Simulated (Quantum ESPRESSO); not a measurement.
# Magnetic state of VSe2 from several starts, part 2 of 2

Does VSe2 prefer parallel or opposed moments?

Quantum ESPRESSO 7.5; PBEsol with U = 3.2 eV on V d (ortho-atomic projectors); plane waves with GBRV 1.5 PBEsol potentials, no spin-orbit coupling.

So far, absolute magnetization (μB): step 2 (run 1 (ferro +)) 2.22.

**3. Run 2 (antiferro q=(0,0,1/2) +−)**

The cell is doubled to 6 atoms to hold this order. The wavevector q is in fractions of the reciprocal vectors of the crystal's primitive cell, as the cells of these inputs are built from it; moments change sign between cells as cos(2π q·R).

File pw.in:

```
&CONTROL
  calculation = 'scf'
  prefix = 'pwscf'
  outdir = './tmp'
  pseudo_dir = './pseudo'
  disk_io = 'nowf'
/
&SYSTEM
  ibrav = 0
  celldm(1) = 8
  nat = 6
  ntyp = 3
  ecutwfc = 40
  ecutrho = 280
  nbnd = 35
  occupations = 'smearing'
  smearing = 'fd'
  degauss = 0.00734986
  nspin = 2
  starting_magnetization(1) = 0.1538
  starting_magnetization(2) = -0.1538
  starting_magnetization(3) = 0
/
&ELECTRONS
  conv_thr = 1.2d-08
  electron_maxstep = 150
  mixing_beta = 0.3
/
ATOMIC_SPECIES
V1     50.9415 v_pbesol_v1.4.uspp.F.UPF
V2     50.9415 v_pbesol_v1.4.uspp.F.UPF
Se     78.9710 se_pbesol_v1.uspp.F.UPF
CELL_PARAMETERS alat
   0.7927401092805    0.0000000000000    0.0000000000000
  -0.3963700546403    0.6865330129770    0.0000000000000
   0.0000000000000    0.0000000000000    2.8837220661789
ATOMIC_POSITIONS crystal
V1      0.0000000000    0.0000000000    0.0000000000
V2      0.0000000000    0.0000000000    0.5000000000
Se      0.6666666700    0.3333333300    0.3793645300
Se      0.6666666700    0.3333333300    0.8793645300
Se      0.3333333300    0.6666666700    0.1206354700
Se      0.3333333300    0.6666666700    0.6206354700
K_POINTS automatic
10 10 3 0 0 0
HUBBARD {ortho-atomic}
U V1-3d 3.2000
U V2-3d 3.2000
```

On the command line:

```sh
$ OMP_NUM_THREADS=1 mpirun -n 4 pw.x -nk 4 -in pw.in > pw.out
```

Output:

```text
[banner, memory and clock lines left out]
Program PWSCF v.7.5 starts

     Message from routine setup:
     using ibrav=0 with symmetry is DISCOURAGED, use correct ibrav instead

     bravais-lattice index     =            0
     lattice parameter (alat)  =       8.0000  a.u.
     unit-cell volume          =     803.5550 (a.u.)^3
     number of atoms/cell      =            6
     number of atomic types    =            3
     number of electrons       =        50.00
     number of Kohn-Sham states=           35
     kinetic-energy cutoff     =      40.0000  Ry
     charge density cutoff     =     280.0000  Ry
     scf convergence threshold =      1.2E-08
     mixing beta               =       0.3000
     number of iterations used =            8  plain     mixing
     Exchange-correlation= SLA  PW   PSX  PSC
                           (   1   4  10   8   0   0   0)
     Hubbard projectors: ortho-atomic
     Hubbard parameters of DFT+U (Dudarev formulation) in eV:
     U(V1-3d) =  3.2000
     U(V2-3d) =  3.2000

     Internal variables: lda_plus_u =T, lda_plus_u_kind = 0

     Internal variables: orbital_resolved =F, hub_pot_fix =F, apply_U = F

     celldm(1)=   8.000000  celldm(2)=   0.000000  celldm(3)=   0.000000
     celldm(4)=   0.000000  celldm(5)=   0.000000  celldm(6)=   0.000000

     crystal axes: (cart. coord. in units of alat)
               a(1) = (   0.792740   0.000000   0.000000 )
               a(2) = (  -0.396370   0.686533   0.000000 )
               a(3) = (   0.000000   0.000000   2.883722 )

     reciprocal axes: (cart. coord. in units 2 pi/alat)
               b(1) = (  1.261447  0.728297 -0.000000 )
               b(2) = (  0.000000  1.456594  0.000000 )
               b(3) = (  0.000000 -0.000000  0.346774 )

     PseudoPot. # 1 for V  read from file:
     v_pbesol_v1.4.uspp.F.UPF
     Pseudo is Ultrasoft + core correction, Zval = 13.0

     PseudoPot. # 2 for V  read from file:
     v_pbesol_v1.4.uspp.F.UPF
     Pseudo is Ultrasoft + core correction, Zval = 13.0

     PseudoPot. # 3 for Se read from file:
     se_pbesol_v1.uspp.F.UPF
     Pseudo is Ultrasoft + core correction, Zval =  6.0

     atomic species   valence    mass     pseudopotential
     V1               13.00    50.94150     V ( 1.00)
     V2               13.00    50.94150     V ( 1.00)
     Se                6.00    78.97100     Se( 1.00)

     Starting magnetic structure
     atomic species   magnetization
     V1              0.154
     V2             -0.154
     Se              0.000

     12 Sym. Ops., with inversion, found

   Cartesian axes

     site n.     atom                  positions (alat units)
         1        V1     tau(   1) = (   0.0000000   0.0000000   0.0000000  )
         2        V2     tau(   2) = (   0.0000000   0.0000000   1.4418610  )
         3        Se     tau(   3) = (   0.3963701   0.2288443   1.0939819  )
         4        Se     tau(   4) = (   0.3963701   0.2288443   2.5358429  )
         5        Se     tau(   5) = (  -0.0000000   0.4576887   0.3478792  )
         6        Se     tau(   6) = (  -0.0000000   0.4576887   1.7897402  )

     number of k points=    36  Fermi-Dirac smearing, width (Ry)=  0.0073
                       cart. coord. in units 2pi/alat
        k(    1) = (   0.0000000   0.0000000   0.0000000), wk =   0.0033333
        k(    2) = (   0.0000000   0.0000000   0.1155914), wk =   0.0066667
        k(    3) = (   0.0000000   0.1456594   0.0000000), wk =   0.0200000
        k(    4) = (   0.0000000   0.1456594   0.1155914), wk =   0.0200000
        k(    5) = (   0.0000000   0.2913188   0.0000000), wk =   0.0200000
        [... 31 further k-points ...]

     Dense  grid:    63519 G-vectors     FFT dimensions: (  36,  36, 125)

     Smooth grid:    27435 G-vectors     FFT dimensions: (  25,  25,  96)

     Generating pointlists ...
     new r_m :   0.2371 (alat units)  1.8971 (a.u.) for type    1
     new r_m :   0.2371 (alat units)  1.8971 (a.u.) for type    2
     new r_m :   0.2371 (alat units)  1.8971 (a.u.) for type    3

     Initial potential from superposition of free atoms

     starting charge      49.9975, renormalised to      50.0000

     negative rho (up, down):  7.976E-04 7.434E-04

     STARTING HUBBARD OCCUPATIONS:

     =================== HUBBARD OCCUPATIONS ===================
     ------------------------ ATOM    1 ------------------------
     Tr[ns(  1)] (up, down, total) =   3.00000  0.00000  3.00000
     Atomic magnetic moment for atom   1 =   3.00000
     [... lines left out ...]
     ------------------------ ATOM    2 ------------------------
     Tr[ns(  2)] (up, down, total) =   0.00000  3.00000  3.00000
     Atomic magnetic moment for atom   2 =  -3.00000
     [... lines left out ...]
     Number of occupied Hubbard levels =    6.0000

     Atomic wfc used for Hubbard projectors are orthogonalized

     Starting wfcs are   36 randomized atomic wfcs

     Self-consistent Calculation

     iteration #  1     ecut=    40.00 Ry     beta= 0.30
     Davidson diagonalization with overlap
     ethr =  1.00E-02,  avg # of iterations =  3.6

     =================== HUBBARD OCCUPATIONS ===================
     ------------------------ ATOM    1 ------------------------
     Tr[ns(  1)] (up, down, total) =   3.00245  0.91966  3.92210
     Atomic magnetic moment for atom   1 =   2.08279
     [... lines left out ...]
     ------------------------ ATOM    2 ------------------------
     Tr[ns(  2)] (up, down, total) =   0.91962  3.00237  3.92199
     Atomic magnetic moment for atom   2 =  -2.08275
     [... lines left out ...]
     Number of occupied Hubbard levels =    7.8441

     Threshold (ethr) on eigenvalues was too large:
     Diagonalizing with lowered threshold

     Davidson diagonalization with overlap
     ethr =  3.17E-04,  avg # of iterations =  4.1

     negative rho (up, down):  1.031E-03 6.719E-04

     total energy              =    -462.95224158 Ry
     estimated scf accuracy    <       0.17851350 Ry

     total magnetization       =     0.00 Bohr mag/cell
     absolute magnetization    =     4.93 Bohr mag/cell

     iteration #  2     ecut=    40.00 Ry     beta= 0.30
     Davidson diagonalization with overlap
     ethr =  3.57E-04,  avg # of iterations =  2.3

     negative rho (up, down):  1.166E-03 6.993E-04

     total energy              =    -462.97186072 Ry
     estimated scf accuracy    <       0.09077949 Ry

     total magnetization       =     0.00 Bohr mag/cell
     absolute magnetization    =     4.24 Bohr mag/cell

     [... further iterations left out ...]

     iteration # 24     ecut=    40.00 Ry     beta= 0.30
     Davidson diagonalization with overlap
     ethr =  1.50E-10,  avg # of iterations =  1.5

     negative rho (up, down):  1.507E-03 1.014E-03

     total energy              =    -462.99488237 Ry
     estimated scf accuracy    <       0.00000004 Ry

     total magnetization       =    -0.00 Bohr mag/cell
     absolute magnetization    =     4.39 Bohr mag/cell

     iteration # 25     ecut=    40.00 Ry     beta= 0.30
     Davidson diagonalization with overlap
     ethr =  8.06E-11,  avg # of iterations =  2.0

     negative rho (up, down):  1.507E-03 1.014E-03

     Magnetic moment per site  (integrated on atomic sphere of radius R)
     atom   1 (R=0.237)  charge= 10.9040  magn=  1.4579
     atom   2 (R=0.237)  charge= 10.9042  magn= -1.4580
     atom   3 (R=0.237)  charge=  3.5917  magn=  0.1635
     atom   4 (R=0.237)  charge=  3.5915  magn= -0.1635
     atom   5 (R=0.237)  charge=  3.5915  magn= -0.1635
     atom   6 (R=0.237)  charge=  3.5917  magn=  0.1635

     End of self-consistent calculation

     =================== HUBBARD OCCUPATIONS ===================
     ------------------------ ATOM    1 ------------------------
     Tr[ns(  1)] (up, down, total) =   2.83715  1.02805  3.86520
     Atomic magnetic moment for atom   1 =   1.80910
     [... lines left out ...]
     ------------------------ ATOM    2 ------------------------
     Tr[ns(  2)] (up, down, total) =   1.02803  2.83720  3.86523
     Atomic magnetic moment for atom   2 =  -1.80917
     [... lines left out ...]
     Number of occupied Hubbard levels =    7.7304

     [... lines left out ...]
     the Fermi energy is     8.6659 ev

!    total energy              =    -462.99488252 Ry
     estimated scf accuracy    <          6.3E-09 Ry
     smearing contrib. (-TS)   =      -0.00696430 Ry
     internal energy E=F+TS    =    -462.98791822 Ry

     The total energy is F=E-TS. E is the sum of the following terms:
     one-electron contribution =    -229.54203234 Ry
     hartree contribution      =     133.57596462 Ry
     xc contribution           =    -156.89592735 Ry
     ewald contribution        =    -210.58084502 Ry
     Hubbard energy            =       0.45492187 Ry

     total magnetization       =    -0.00 Bohr mag/cell
     absolute magnetization    =     4.39 Bohr mag/cell

     convergence has been achieved in  25 iterations
```

The job ended after 3.5 min (4 MPI ranks of Intel Xeon at 2.50GHz (Skylake/Cascade Lake), shared host; peak memory 0.77 GiB; 14 min of CPU time).

Spin moment in the atom's sphere by atom:

```
atom  spin moment in the atom's sphere (μB)
  V1                                   1.46
  V2                                  -1.46
 Se3                                   0.16
 Se4                                  -0.16
 Se5                                  -0.16
 Se6                                   0.16
```

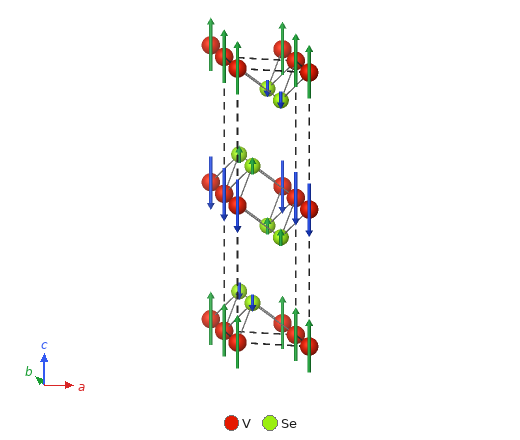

Spin moment in the atom's sphere as arrows, the longest 1.46 μB. Up and down stand for the sign. Arrows give size and sign along the axis of quantisation, drawn up and down the page. Each arrow also spans its atom, so small moments look longer than they are. The two directions have two colours. Bonds to atoms that aren't drawn are left out. 1×2×1 cells are drawn. Some periodic images of atoms are drawn too.

Numbers from this step:

| Item | Value |
| --- | --- |
| smearing term TS | 0.09475 eV |
| magnetization | 0 μB |
| absolute magnetization | 4.389 μB |
| final state | antiferromagnetic |

**4. Start 3: antiferro q=(0,1/2,0) +−**

This order needs a doubled cell of 6 atoms.

File pw.in:

```
&CONTROL
  calculation = 'scf'
  prefix = 'pwscf'
  outdir = './tmp'
  pseudo_dir = './pseudo'
  disk_io = 'nowf'
/
&SYSTEM
  ibrav = 0
  celldm(1) = 8
  nat = 6
  ntyp = 3
  ecutwfc = 40
  ecutrho = 280
  nbnd = 35
  occupations = 'smearing'
  smearing = 'fd'
  degauss = 0.00734986
  nspin = 2
  starting_magnetization(1) = 0.1538
  starting_magnetization(2) = -0.1538
  starting_magnetization(3) = 0
/
&ELECTRONS
  conv_thr = 1.2d-08
  electron_maxstep = 150
  mixing_beta = 0.3
/
ATOMIC_SPECIES
V1     50.9415 v_pbesol_v1.4.uspp.F.UPF
V2     50.9415 v_pbesol_v1.4.uspp.F.UPF
Se     78.9710 se_pbesol_v1.uspp.F.UPF
CELL_PARAMETERS alat
   0.7927401092805    0.0000000000000    0.0000000000000
  -0.7927401092805    1.3730660259540    0.0000000000000
   0.0000000000000    0.0000000000000    1.4418610330895
ATOMIC_POSITIONS crystal
V1      0.0000000000    0.0000000000    0.0000000000
V2      0.0000000000    0.5000000000    0.0000000000
Se      0.6666666700    0.1666666650    0.7587290600
Se      0.6666666700    0.6666666650    0.7587290600
Se      0.3333333300    0.3333333350    0.2412709400
Se      0.3333333300    0.8333333350    0.2412709400
K_POINTS automatic
10 5 6 0 0 0
HUBBARD {ortho-atomic}
U V1-3d 3.2000
U V2-3d 3.2000
```

Output:

```text
     [... lines left out ...]
Program PWSCF v.7.5 starts
     [... lines left out ...]
     number of atoms/cell      =            6
     [... lines left out ...]
     number of electrons       =        50.00
     number of Kohn-Sham states=           35
     kinetic-energy cutoff     =      40.0000  Ry
     charge density cutoff     =     280.0000  Ry
     scf convergence threshold =      1.2E-08
     [... lines left out ...]
      4 Sym. Ops., with inversion, found
     [... lines left out ...]
     number of k points=    96  Fermi-Dirac smearing, width (Ry)=  0.0073
     [... lines left out ...]
     iteration # 27     ecut=    40.00 Ry     beta= 0.30
     [... lines left out ...]
     Magnetic moment per site  (integrated on atomic sphere of radius R)
     atom   1 (R=0.237)  charge= 10.9130  magn=  1.4344
     atom   2 (R=0.237)  charge= 10.9130  magn= -1.4344
     atom   3 (R=0.237)  charge=  3.5902  magn= -0.0380
     atom   4 (R=0.237)  charge=  3.5902  magn=  0.0380
     atom   5 (R=0.237)  charge=  3.5902  magn=  0.0380
     atom   6 (R=0.237)  charge=  3.5902  magn= -0.0380
     [... lines left out ...]
     Tr[ns(  1)] (up, down, total) =   2.79143  1.05604  3.84747
     [... lines left out ...]
     Tr[ns(  2)] (up, down, total) =   1.05604  2.79142  3.84746
     [... lines left out ...]
     the Fermi energy is     8.5569 ev
!    total energy              =    -463.01098073 Ry
     estimated scf accuracy    <          3.2E-09 Ry
     smearing contrib. (-TS)   =      -0.00615970 Ry
     [... lines left out ...]
     total magnetization       =     0.00 Bohr mag/cell
     absolute magnetization    =     3.68 Bohr mag/cell
     convergence has been achieved in  27 iterations
```

Run time: 9.5 min. Hardware: 4 MPI ranks; peak memory 1.1 GiB; 38 min of CPU time.

Spin moment in the atom's sphere by atom:

```
atom  spin moment in the atom's sphere (μB)
  V1                                   1.43
  V2                                  -1.43
 Se3                                  -0.04
 Se4                                   0.04
 Se5                                   0.04
 Se6                                  -0.04
```

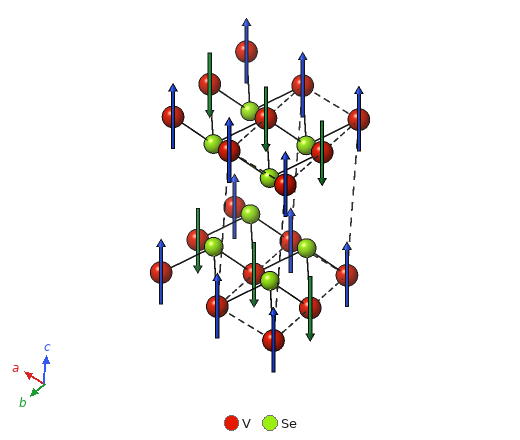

Spin moment in the atom's sphere as arrows, the longest 1.43 μB. Up and down stand for the sign. Arrows give size and sign along the axis of quantisation, drawn up and down the page. The two directions have two colours. Bonds to atoms that aren't drawn are left out. 2×1×1 cells are drawn. Some periodic images of atoms are drawn too.

This step gave:

```yaml
smearing_term_ts: 0.08381 eV
magnetization: 0 μB
absolute_magnetization: 3.685 μB
final_state: antiferromagnetic
```

**5. Start 4: ferro +**

File pw.in:

```
&CONTROL
  calculation = 'scf'
  prefix = 'pwscf'
  outdir = './tmp'
  pseudo_dir = './pseudo'
  disk_io = 'nowf'
/
&SYSTEM
  ibrav = 0
  celldm(1) = 8
  nat = 3
  ntyp = 2
  ecutwfc = 40
  ecutrho = 280
  nbnd = 21
  occupations = 'smearing'
  smearing = 'fd'
  degauss = 0.00734986
  nspin = 2
  starting_magnetization(1) = 0.1538
  starting_magnetization(2) = 0
/
&ELECTRONS
  conv_thr = 6d-09
  electron_maxstep = 150
  mixing_beta = 0.3
/
ATOMIC_SPECIES
V      50.9415 v_pbesol_v1.4.uspp.F.UPF
Se     78.9710 se_pbesol_v1.uspp.F.UPF
CELL_PARAMETERS alat
   0.7927401092805    0.0000000000000    0.0000000000000
  -0.3963700546403    0.6865330129770    0.0000000000000
   0.0000000000000    0.0000000000000    1.4418610330895
ATOMIC_POSITIONS crystal
V       0.0000000000    0.0000000000    0.0000000000
Se      0.6666666700    0.3333333300    0.7587290600
Se      0.3333333300    0.6666666700    0.2412709400
K_POINTS automatic
10 10 6 0 0 0
HUBBARD {ortho-atomic}
U V-3d 3.2000
```

Output:

```text
     [... lines left out ...]
Program PWSCF v.7.5 starts
     [... lines left out ...]
     number of atoms/cell      =            3
     [... lines left out ...]
     number of electrons       =        25.00
     number of Kohn-Sham states=           21
     kinetic-energy cutoff     =      40.0000  Ry
     charge density cutoff     =     280.0000  Ry
     scf convergence threshold =      6.0E-09
     [... lines left out ...]
     12 Sym. Ops., with inversion, found
     [... lines left out ...]
     number of k points=    72  Fermi-Dirac smearing, width (Ry)=  0.0073
     [... lines left out ...]
     iteration # 17     ecut=    40.00 Ry     beta= 0.30
     [... lines left out ...]
     Magnetic moment per site  (integrated on atomic sphere of radius R)
     atom   1 (R=0.237)  charge= 10.9043  magn=  1.4504
     atom   2 (R=0.237)  charge=  3.5908  magn= -0.1799
     atom   3 (R=0.237)  charge=  3.5908  magn= -0.1799
     [... lines left out ...]
     Tr[ns(  1)] (up, down, total) =   2.83373  1.03195  3.86568
     [... lines left out ...]
     the Fermi energy is     8.6478 ev
!    total energy              =    -231.49778964 Ry
     estimated scf accuracy    <          3.7E-09 Ry
     smearing contrib. (-TS)   =      -0.00371858 Ry
     [... lines left out ...]
     total magnetization       =     1.19 Bohr mag/cell
     absolute magnetization    =     2.22 Bohr mag/cell
     convergence has been achieved in  17 iterations
```

Elapsed: 76 s, on 4 MPI ranks; peak memory 0.49 GiB.

Numbers from this step:

- smearing term TS: 0.05059 eV
- magnetization: 1.195 μB
- absolute magnetization: 2.219 μB
- final state: ferromagnetic
- largest moment: 1.450 μB

**6. Ranking**

An order is kept where moments of 0.15 μB or more survive with the typed signs; meshes match where a doubled cell samples the same k points as the first cell.

Orders:

```
                   start        final state  typed order kept  energy over the lowest (meV a seeded atom)  largest site moment (μB)  net moment (μB a cell of the first run)  mesh matched  CPU time (s)
                 ferro +      ferromagnetic               yes                                       104.8                      1.45                                    1.195           yes         267.4
antiferro q=(0,0,1/2) +-  antiferromagnetic               yes                                       109.5                     1.458                                        0           yes         836.6
antiferro q=(0,1/2,0) +-  antiferromagnetic               yes                                           0                     1.434                                        0           yes          2262
                 ferro +      ferromagnetic               yes                                       104.8                      1.45                                    1.195           yes         290.3
```

**7. Fillings of the first corrected shells**

```
                   start  type  spin             occupation numbers
                 ferro +     V    up  0.457 0.457 0.632 0.644 0.644
                 ferro +     V  down  0.100 0.114 0.114 0.352 0.352
antiferro q=(0,0,1/2) +-    V1    up  0.458 0.458 0.636 0.643 0.643
antiferro q=(0,0,1/2) +-    V1  down  0.100 0.114 0.114 0.350 0.350
antiferro q=(0,0,1/2) +-    V2    up  0.100 0.114 0.114 0.350 0.350
antiferro q=(0,0,1/2) +-    V2  down  0.458 0.458 0.636 0.643 0.643
antiferro q=(0,1/2,0) +-    V1    up  0.208 0.448 0.460 0.823 0.852
antiferro q=(0,1/2,0) +-    V1  down  0.098 0.103 0.127 0.351 0.378
antiferro q=(0,1/2,0) +-    V2    up  0.098 0.103 0.127 0.351 0.378
antiferro q=(0,1/2,0) +-    V2  down  0.208 0.448 0.460 0.823 0.852
                 ferro +     V    up  0.457 0.457 0.632 0.644 0.644
                 ferro +     V  down  0.100 0.114 0.114 0.352 0.352
```

**8. What came out**

```
moments, largest by run                         : 1.45, 1.46, 1.43, 1.45 μB
spread of the energies of the runs with moments : 110 meV a seeded atom
```

Under a U these runs seem to end in unlike orbital states: the fillings of their corrected shells differ, or their energies lie too far apart for exchange alone. The differences are then no exchange energies, and the ranking says little of the magnetic order. Seeding all runs from one set of occupation matrices is the usual remedy. Energies are free energies at an electronic temperature of 1160 K, which lowers moments and differences where the moments are itinerant.

[Logs and program files are shortened in this print: banners, set-up blocks, solver, clock and traceback lines can be left out without a mark of their own.]

[Logs are printed without paths, hosts, clocks, repeated set-up lines and the standing remarks that a program may print on its own settings, such as how far it seeks lower states.]

[Hosts, paths, dates, database ids (printed as entryN), source tags and the programs' standing remarks are cut or masked in the printed files.]

[Where a cell is said to come from a database of computed structures, the database is the Materials Project.]
